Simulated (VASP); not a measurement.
# O on Cu(111): binding against coverage, part 9 of 10

Aim: adsorption energy and work function of O on Cu(111) from low coverage to a full layer.

VASP 6.6.1, plane waves and PAW; the level of theory is named at each step.

So far. Step 19 (The vacuum level with the adsorbate, coverage 1/9 …): The vacuum level lies 5.17 eV above the Fermi level at the upper face; the two faces differ by 0.44 eV, the step that the slab's dipole of 0.125 e·Å makes.

## Step 20: Relaxing the adsorbate, coverage 2/9, k-mesh 6×6×1

Level of this step: PBE, no spin polarisation; plane waves and PAW (Cu, O) (VASP).

System of this step: Cu27O2 (Cu(111)). The cell holds 29 atoms: 27 Cu and 2 O. Cell: a = 7.713 Å, b = 7.713 Å, c = 19.198 Å, α = 90.0°, β = 90.0°, γ = 60.0°. It derives from Cu. 2 O over fcc sites of a 3 x 3 cell of Cu(111). Vacuum lies along c.

INCAR

```
SYSTEM = Cu27O2
PREC = Normal
ENCUT = 440
EDIFF = 1E-05
NELM = 120
ISMEAR = 1
SIGMA = 0.15
LREAL = Auto
ALGO = Fast
GGA = PE
NBANDS = 184
LASPH = .TRUE.
LORBIT = 11
LWAVE = .FALSE.
LCHARG = .FALSE.
KPAR = 4
NCORE = 2
IBRION = 2
NSW = 45
ISIF = 2
EDIFFG = -0.03
POTIM = 0.4
MAXMIX = 40
IDIPOL = 3
LDIPOL = .TRUE.
DIPOL = 0.5 0.5 0.51
```

POSCAR

```
Cu27O2
1.0
    7.7130584664      0.0000000000      0.0000000000
    3.8565292332      6.6797045728      0.0000000000
    0.0000000000      0.0000000000     19.1984572442
Cu O
27 2
Selective dynamics
Direct
    0.1111111100      0.1111111100      0.3906563900  F F F
    0.4444444400      0.1111111100      0.3906563900  F F F
    0.7777777800      0.1111111100      0.3906563900  F F F
    0.1111111100      0.4444444400      0.3906563900  F F F
    0.4444444400      0.4444444400      0.3906563900  F F F
    0.7777777800      0.4444444400      0.3906563900  F F F
    0.1111111100      0.7777777800      0.3906563900  F F F
    0.4444444400      0.7777777800      0.3906563900  F F F
    0.7777777800      0.7777777800      0.3906563900  F F F
    0.8888888900      0.2222222200      0.4986957600  T T T
    0.2222222200      0.2222222200      0.4986957600  T T T
    0.5555555600      0.2222222200      0.4986957600  T T T
    0.8888888900      0.5555555600      0.4986957600  T T T
    0.2222222200      0.5555555600      0.4986957600  T T T
    0.5555555600      0.5555555600      0.4986957600  T T T
    0.8888888900      0.8888888900      0.4986957600  T T T
    0.2222222200      0.8888888900      0.4986957600  T T T
    0.5555555600      0.8888888900      0.4986957600  T T T
    0.0000000000      0.0000000000      0.6064229200  T T T
    0.3333333300      0.0000000000      0.6064229200  T T T
    0.6666666700      0.0000000000      0.6064229200  T T T
    0.0000000000      0.3333333300      0.6064229200  T T T
    0.3333333300      0.3333333300      0.6064229200  T T T
    0.6666666700      0.3333333300      0.6064229200  T T T
    0.0000000000      0.6666666700      0.6064229200  T T T
    0.3333333300      0.6666666700      0.6064229200  T T T
    0.6666666700      0.6666666700      0.6064229200  T T T
    0.1111111100      0.1111111100      0.6663235700  T T T
    0.4444444400      0.4444444400      0.6663235700  T T T
```

KPOINTS

```
Automatic mesh
0
Gamma
6 6 1
0 0 0
```

PAW data sets: Cu and O (PBE family, release 64).

The run is started by

```sh
$ mpirun -np 8 vasp_std
```

Output:

```text
[banner, memory and clock lines left out]
running    8 mpi-ranks, on    1 nodes
[...]
LDA part: xc-table for (Slater+PW92), standard interpolation
 POSCAR, INCAR and KPOINTS ok, starting setup
[...]
entering main loop
       N       E                     dE             d eps       ncg     rms          rms(c)
DAV:   1     0.289390740498E+04    0.28939E+04   -0.11824E+05  2584   0.180E+03
DAV:   2     0.330993111247E+03   -0.25629E+04   -0.24820E+04  2584   0.432E+02
DAV:   3    -0.707681043874E+02   -0.40176E+03   -0.37488E+03  3120   0.214E+02
DAV:   4    -0.128265604791E+03   -0.57498E+02   -0.50684E+02  3808   0.816E+01
[...]
RMM:  27    -0.105216823517E+03   -0.15126E-04   -0.17170E-06  1466   0.485E-03    0.204E-03
RMM:  28    -0.105216843013E+03   -0.19496E-04   -0.13635E-06  1462   0.406E-03    0.233E-03
RMM:  29    -0.105216852327E+03   -0.93141E-05   -0.56103E-07  1382   0.322E-03
   1 F= -.10521685E+03 E0= -.10521145E+03  d E =-.105217E+03
[... from here on, the cycles between the ionic steps are left out ...]
   2 F= -.10531065E+03 E0= -.10530556E+03  d E =-.938009E-01
   3 F= -.10532195E+03 E0= -.10531703E+03  d E =-.105096E+00
   4 F= -.10535782E+03 E0= -.10535365E+03  d E =-.358732E-01
   5 F= -.10537329E+03 E0= -.10536981E+03  d E =-.513409E-01
   6 F= -.10537352E+03 E0= -.10537012E+03  d E =-.515744E-01
   7 F= -.10537763E+03 E0= -.10537430E+03  d E =-.411115E-02
   8 F= -.10538166E+03 E0= -.10537851E+03  d E =-.814162E-02
   9 F= -.10538178E+03 E0= -.10537861E+03  d E =-.826057E-02
  10 F= -.10538179E+03 E0= -.10537863E+03  d E =-.827177E-02
  11 F= -.10538180E+03 E0= -.10537863E+03  d E =-.827261E-02
  12 F= -.10538311E+03 E0= -.10537990E+03  d E =-.131822E-02
  13 F= -.10538311E+03 E0= -.10537990E+03  d E =-.131902E-02
  14 F= -.10538312E+03 E0= -.10537991E+03  d E =-.132749E-02
  15 F= -.10538312E+03 E0= -.10537991E+03  d E =-.132569E-02
  16 F= -.10538425E+03 E0= -.10538094E+03  d E =-.113257E-02
  17 F= -.10538456E+03 E0= -.10538117E+03  d E =-.143966E-02
[...]
reached required accuracy - stopping structural energy minimisation
```

It took 15 min on 8 MPI ranks of AMD EPYC 7R43, shared host; peak memory 4.5 GiB.

From OUTCAR (step 20):

```text
  Total       -6.7040098     -6.7040098     -1.7392053      0.0000000      0.0000000      0.0000000
  in kB      -10.8591296    -10.8591296     -2.8171581      0.0000000      0.0000000      0.0000000
  external PRESSURE =      -8.1784724 kB  Pullay stress =       0.0000000 kB

 POSITION                                       TOTAL-FORCE (eV/Angst)
 -----------------------------------------------------------------------------------
      1.28551      0.74219      7.50000         0.000000     -0.000000      0.095067
      3.85653      0.74219      7.50000        -0.022334      0.010604     -0.024599
      6.42755      0.74219      7.50000         0.022334      0.010604     -0.024599
      2.57102      2.96876      7.50000        -0.001984     -0.024644     -0.024599
      5.14204      2.96876      7.50000         0.000000     -0.000000     -0.101580
      7.71306      2.96876      7.50000         0.001984     -0.024644     -0.024599
      3.85653      5.19533      7.50000         0.020350      0.014040     -0.024599
      6.42755      5.19533      7.50000        -0.020350      0.014040     -0.024599
      8.99857      5.19533      7.50000         0.000000     -0.000000      0.102555
      7.69998      1.49193      9.59355        -0.009440      0.005450     -0.006913
      2.58410      1.49193      9.59355         0.009440      0.005450     -0.006913
      5.14204      1.48333      9.56995         0.000000     -0.004502     -0.002377
      8.99857      3.67923      9.56680         0.000000     -0.023616      0.005550
      3.85562      3.71147      9.56995        -0.003899      0.002251     -0.002377
[...]
-----------------------------------------------------------------------------------
    total drift:                               -0.000669     -0.000386     -0.072970

  FREE ENERGIE OF THE ION-ELECTRON SYSTEM (eV)
  ---------------------------------------------------
  free  energy   TOTEN  =      -105.3845608924 eV

  energy  without entropy=     -105.3743841114  energy(sigma->0) =     -105.38116863

[... 2 parts as in an earlier step ...]

[... 2 further parts left out ...]
[key lines of the parts left out:]
E-fermi :  -0.9316
```

The run ended after 17 ionic steps, 0.168 eV below its first step, once the forces on the free atoms met EDIFFG = -0.03.

## Step 21: The vacuum level with the adsorbate, coverage 2/9, k-mesh 6×6×1

INCAR

```
SYSTEM = Cu27O2
PREC = Normal
ENCUT = 440
EDIFF = 1E-06
NELM = 120
ISMEAR = 1
SIGMA = 0.15
LREAL = Auto
ALGO = Fast
GGA = PE
NBANDS = 184
LASPH = .TRUE.
LORBIT = 11
LWAVE = .FALSE.
LCHARG = .FALSE.
KPAR = 4
NCORE = 2
IDIPOL = 3
LDIPOL = .TRUE.
DIPOL = 0.5 0.5 0.51
LVHAR = .TRUE.
LVACPOTAV = .TRUE.
```

POSCAR

```
Cu27O2
1.0
    7.7130584664      0.0000000000      0.0000000000
    3.8565292332      6.6797045728      0.0000000000
    0.0000000000      0.0000000000     19.1984572442
Cu O
27 2
Selective dynamics
Direct
    0.1111111100      0.1111111100      0.3906563900  F F F
    0.4444444400      0.1111111100      0.3906563900  F F F
    0.7777777800      0.1111111100      0.3906563900  F F F
    0.1111111100      0.4444444400      0.3906563900  F F F
    0.4444444400      0.4444444400      0.3906563900  F F F
    0.7777777800      0.4444444400      0.3906563900  F F F
    0.1111111100      0.7777777800      0.3906563900  F F F
    0.4444444400      0.7777777800      0.3906563900  F F F
    0.7777777800      0.7777777800      0.3906563900  F F F
    0.8866274610      0.2233529345      0.4997040772  T T T
    0.2233529345      0.2233529345      0.4997040772  T T T
    0.5556341142      0.2220651116      0.4984750668  T T T
    0.8912627741      0.5508077917      0.4983108849  T T T
    0.2220651116      0.5556341142      0.4984750668  T T T
    0.5556341142      0.5556341142      0.4984750668  T T T
    0.8912627741      0.8912627741      0.4983108849  T T T
    0.2233529345      0.8866274610      0.4997040772  T T T
    0.5508077917      0.8912627741      0.4983108849  T T T
    0.9940647605      0.9940647605      0.6092589430  T T T
    0.3452038091      0.9940647605      0.6092589430  T T T
    0.6694637463      0.9944058475      0.6038769070  T T T
    0.9940647605      0.3452038091      0.6092589430  T T T
    0.3303222785      0.3303222785      0.6082112723  T T T
    0.6726887730      0.3303222785      0.6082112723  T T T
    0.9944058475      0.6694637463      0.6038769070  T T T
    0.3303222785      0.6726887730      0.6082112723  T T T
    0.6694637463      0.6694637463      0.6038769070  T T T
    0.1111111100      0.1111111100      0.6647789917  T T T
    0.4444444400      0.4444444400      0.6667583429  T T T
```

KPOINTS is that of step 20.

The run is started by

```sh
$ mpirun -np 8 vasp_std
```

Output:

```text
[... set-up lines as in an earlier step ...]
 entering main loop
       N       E                     dE             d eps       ncg     rms          rms(c)
DAV:   1     0.289150244534E+04    0.28915E+04   -0.11823E+05  2584   0.180E+03
DAV:   2     0.329472528758E+03   -0.25620E+04   -0.24816E+04  2584   0.431E+02
DAV:   3    -0.695019082752E+02   -0.39897E+03   -0.37159E+03  3048   0.214E+02
DAV:   4    -0.128110615996E+03   -0.58609E+02   -0.51855E+02  3824   0.810E+01
[...]
RMM:  30    -0.105384563238E+03   -0.82741E-05   -0.44158E-07  1732   0.257E-03    0.125E-03
RMM:  31    -0.105384564707E+03   -0.14690E-05   -0.14268E-07  1599   0.175E-03    0.818E-04
RMM:  32    -0.105384565430E+03   -0.72261E-06   -0.42855E-08  1164   0.779E-04
 [... a notice as in an earlier step ...]

   1 F= -.10538457E+03 E0= -.10538117E+03  d E =-.101806E-01
```

Elapsed: 3.6 min, on 8 MPI ranks; peak memory 3.9 GiB; 29 min of CPU time.

Parts of OUTCAR (step 21):

```text
  Total       -6.5530468     -6.5530468     -1.5771535      0.0000000      0.0000000      0.0000000
  in kB      -10.6146003    -10.6146003     -2.5546672      0.0000000      0.0000000      0.0000000
  external PRESSURE =      -7.9279559 kB  Pullay stress =       0.0000000 kB

 POSITION                                       TOTAL-FORCE (eV/Angst)
 -----------------------------------------------------------------------------------
      1.28551      0.74219      7.50000         0.000000      0.000000      0.094746
      3.85653      0.74219      7.50000        -0.022313      0.010587     -0.024845
      6.42755      0.74219      7.50000         0.022313      0.010587     -0.024845
      2.57102      2.96876      7.50000        -0.001988     -0.024617     -0.024845
      5.14204      2.96876      7.50000         0.000000      0.000000     -0.101729
      7.71306      2.96876      7.50000         0.001988     -0.024617     -0.024845
      3.85653      5.19533      7.50000         0.020325      0.014030     -0.024845
      6.42755      5.19533      7.50000        -0.020325      0.014030     -0.024845
      8.99857      5.19533      7.50000         0.000000      0.000000      0.102428
      7.69998      1.49193      9.59355        -0.009438      0.005449     -0.003884
      2.58410      1.49193      9.59355         0.009438      0.005449     -0.003884
      5.14204      1.48333      9.56995         0.000000     -0.003054     -0.004391
      8.99857      3.67923      9.56680        -0.000000     -0.021992      0.002864
      3.85562      3.71147      9.56995        -0.002645      0.001527     -0.004391
[...]
-----------------------------------------------------------------------------------
    total drift:                               -0.000668     -0.000385     -0.064220

  FREE ENERGIE OF THE ION-ELECTRON SYSTEM (eV)
  ---------------------------------------------------
  free  energy   TOTEN  =      -105.3845654297 eV

  energy  without entropy=     -105.3743848356  energy(sigma->0) =     -105.38117190

[... 2 parts as in an earlier step ...]

[... 1 further part left out ...]
[key lines of the parts left out:]
E-fermi :  -0.9325
```

Zero at the Fermi level. Table of planar average of the electrostatic potential by height:

| height (Å) | planar average of the electrostatic potential (eV) |
| --- | --- |
| 0 | 5.60 |
| 1 | 4.78 |
| 2 | 4.78 |
| 3 | 4.78 |
| 4 | 4.78 |
| 5 | 4.72 |
| 6 | 3.90 |
| 7 | -7.97 |
| 8 | -8.01 |
| 9 | -6.52 |
| 10 | -9.91 |
| 11 | -4.58 |
| 12 | -11.5 |
| 13 | 1.78 |
| 14 | 5.59 |
| 15 | 5.73 |
| 16 | 5.73 |
| 17 | 5.73 |
| 18 | 5.73 |
| 19 | 5.73 |

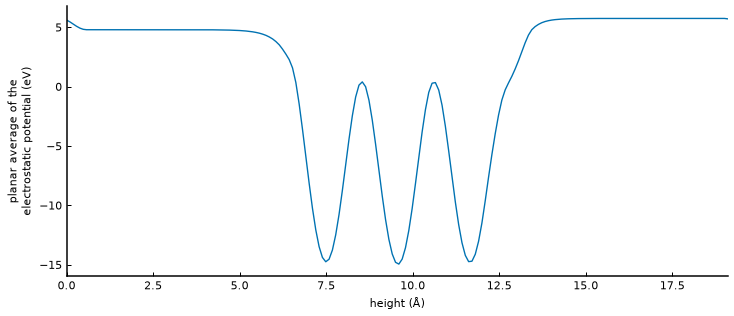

Planar average of the electrostatic potential, plotted against height.

At the end the adsorbate's closest contact with the slab is O-Cu at 1.89 Å, 1.56 Å to the side of the slab's atom, and its lowest atom lies 1.07 Å above the highest atom of the slab.

The vacuum level lies 5.73 eV above the Fermi level at the upper face; the two faces differ by 0.95 eV, the step that the slab's dipole of 0.271 e·Å makes.

VASP counts the dipole in electrons times Å, so a positive number points the physical dipole along −c.

The program found no field-free point at its default tolerance, but its printed level agrees with the flat part of the planar average.

## Step 22: Relaxing the adsorbate, coverage 3/9, k-mesh 6×6×1

System of this step: Cu9O (Cu(111)). The cell holds 30 atoms: 27 Cu and 3 O. Its edges and angles: a = 7.713 Å, b = 7.713 Å, c = 19.198 Å, α = 90.0°, β = 90.0°, γ = 60.0°. It derives from Cu. 3 O over fcc sites of a 3 x 3 cell of Cu(111). Vacuum lies along c.

INCAR

```
SYSTEM = Cu9O
PREC = Normal
ENCUT = 440
EDIFF = 1E-05
NELM = 120
ISMEAR = 1
SIGMA = 0.15
LREAL = Auto
ALGO = Fast
GGA = PE
NBANDS = 184
LASPH = .TRUE.
LORBIT = 11
LWAVE = .FALSE.
LCHARG = .FALSE.
KPAR = 4
NCORE = 2
IBRION = 2
NSW = 45
ISIF = 2
EDIFFG = -0.03
POTIM = 0.4
MAXMIX = 40
IDIPOL = 3
LDIPOL = .TRUE.
DIPOL = 0.5 0.5 0.515
```

POSCAR

```
Cu9O
1.0
    7.7130584664      0.0000000000      0.0000000000
    3.8565292332      6.6797045728      0.0000000000
    0.0000000000      0.0000000000     19.1984572442
Cu O
27 3
Selective dynamics
Direct
    0.1111111100      0.1111111100      0.3906563900  F F F
    0.4444444400      0.1111111100      0.3906563900  F F F
    0.7777777800      0.1111111100      0.3906563900  F F F
    0.1111111100      0.4444444400      0.3906563900  F F F
    0.4444444400      0.4444444400      0.3906563900  F F F
    0.7777777800      0.4444444400      0.3906563900  F F F
    0.1111111100      0.7777777800      0.3906563900  F F F
    0.4444444400      0.7777777800      0.3906563900  F F F
    0.7777777800      0.7777777800      0.3906563900  F F F
    0.8888888900      0.2222222200      0.4986957600  T T T
    0.2222222200      0.2222222200      0.4986957600  T T T
    0.5555555600      0.2222222200      0.4986957600  T T T
    0.8888888900      0.5555555600      0.4986957600  T T T
    0.2222222200      0.5555555600      0.4986957600  T T T
    0.5555555600      0.5555555600      0.4986957600  T T T
    0.8888888900      0.8888888900      0.4986957600  T T T
    0.2222222200      0.8888888900      0.4986957600  T T T
    0.5555555600      0.8888888900      0.4986957600  T T T
    0.0000000000      0.0000000000      0.6064229200  T T T
    0.3333333300      0.0000000000      0.6064229200  T T T
    0.6666666700      0.0000000000      0.6064229200  T T T
    0.0000000000      0.3333333300      0.6064229200  T T T
    0.3333333300      0.3333333300      0.6064229200  T T T
    0.6666666700      0.3333333300      0.6064229200  T T T
    0.0000000000      0.6666666700      0.6064229200  T T T
    0.3333333300      0.6666666700      0.6064229200  T T T
    0.6666666700      0.6666666700      0.6064229200  T T T
    0.1111111100      0.1111111100      0.6663235700  T T T
    0.4444444400      0.4444444400      0.6663235700  T T T
    0.7777777800      0.7777777800      0.6663235700  T T T
```

KPOINTS is that of step 21.

The run is started by

```sh
$ mpirun -np 8 vasp_std
```

Output:

```text
[banner, memory and clock lines left out]
running    8 mpi-ranks, on    1 nodes
[...]
LDA part: xc-table for (Slater+PW92), standard interpolation
 POSCAR, INCAR and KPOINTS ok, starting setup
[...]
entering main loop
       N       E                     dE             d eps       ncg     rms          rms(c)
DAV:   1     0.303750311645E+04    0.30375E+04   -0.12123E+05  2576   0.184E+03
DAV:   2     0.394318241531E+03   -0.26432E+04   -0.25632E+04  2576   0.447E+02
DAV:   3    -0.573790269855E+02   -0.45170E+03   -0.42464E+03  3320   0.223E+02
DAV:   4    -0.135855245845E+03   -0.78476E+02   -0.68820E+02  3904   0.920E+01
[...]
RMM:  23    -0.111561356495E+03   -0.58717E-04   -0.15149E-05  1493   0.201E-02    0.770E-03
RMM:  24    -0.111561377575E+03   -0.21080E-04   -0.65866E-06  1471   0.115E-02    0.438E-03
RMM:  25    -0.111561386992E+03   -0.94165E-05   -0.40787E-06  1464   0.110E-02
   1 F= -.11156139E+03 E0= -.11154107E+03  d E =-.111561E+03
[... from here on, the cycles between the ionic steps are left out ...]
   2 F= -.11162337E+03 E0= -.11160360E+03  d E =-.619843E-01
   3 F= -.11162524E+03 E0= -.11160560E+03  d E =-.638511E-01
   4 F= -.11163982E+03 E0= -.11162033E+03  d E =-.145776E-01
   5 F= -.11164610E+03 E0= -.11162678E+03  d E =-.208609E-01
   6 F= -.11164098E+03 E0= -.11162202E+03  d E =-.157372E-01
   7 F= -.11164703E+03 E0= -.11162781E+03  d E =-.217948E-01
   8 F= -.11164703E+03 E0= -.11162782E+03  d E =-.217901E-01
   9 F= -.11164778E+03 E0= -.11162864E+03  d E =-.751678E-03
  10 F= -.11164836E+03 E0= -.11162936E+03  d E =-.133403E-02
  11 F= -.11164835E+03 E0= -.11162931E+03  d E =-.131964E-02
[...]
reached required accuracy - stopping structural energy minimisation
```

Run time: 11 min. Hardware: 8 MPI ranks; peak memory 4.4 GiB.

OUTCAR, selected parts (step 22):

```text
  Total       -5.7464136     -5.7464136     -2.0620186      0.0000000      0.0000000      0.0000000
  in kB       -9.3080188     -9.3080188     -3.3400498      0.0000000      0.0000000      0.0000000
  external PRESSURE =      -7.3186958 kB  Pullay stress =       0.0000000 kB

 POSITION                                       TOTAL-FORCE (eV/Angst)
 -----------------------------------------------------------------------------------
      1.28551      0.74219      7.50000        -0.000000      0.000000      0.030800
      3.85653      0.74219      7.50000        -0.000000      0.000000     -0.057021
      6.42755      0.74219      7.50000        -0.000000      0.000000     -0.057021
      2.57102      2.96876      7.50000        -0.000000      0.000000     -0.057021
      5.14204      2.96876      7.50000        -0.000000      0.000000      0.030800
      7.71306      2.96876      7.50000        -0.000000      0.000000     -0.057021
      3.85653      5.19533      7.50000        -0.000000      0.000000     -0.057021
      6.42755      5.19533      7.50000        -0.000000      0.000000     -0.057021
      8.99857      5.19533      7.50000        -0.000000      0.000000      0.030800
      7.69298      1.49597      9.57538         0.010667     -0.006159      0.009292
      2.59110      1.49597      9.57538        -0.010667     -0.006159      0.009292
      5.14204      1.46119      9.57538        -0.000000      0.012318      0.009292
      8.99857      3.68776      9.57538        -0.000000      0.012318      0.009292
      3.83645      3.72254      9.57538         0.010667     -0.006159      0.009292
[...]
-----------------------------------------------------------------------------------
    total drift:                                0.000726      0.000419      0.064670

  FREE ENERGIE OF THE ION-ELECTRON SYSTEM (eV)
  ---------------------------------------------------
  free  energy   TOTEN  =      -111.6483478041 eV

  energy  without entropy=     -111.5912410151  energy(sigma->0) =     -111.62931221

[... 3 parts as in an earlier step ...]

[... 1 further part left out ...]
[key lines of the parts left out:]
E-fermi :  -1.0388
```

The run ended after 11 ionic steps, 0.087 eV below its first step, once the forces on the free atoms met EDIFFG = -0.03.

[end of part 9 of 10]

[Lines on the potential files, build, host, timing and source positions are cut from VASP's logs without a mark.]

[Logs are printed without paths, hosts, clocks, repeated set-up lines and the standing remarks that a program may print on its own settings, such as how far it seeks lower states.]

[Hosts, paths, dates, database ids (printed as entryN), source tags and the programs' standing remarks are cut or masked in the printed files.]

[Runs that stopped without an error message from VASP are left out.]
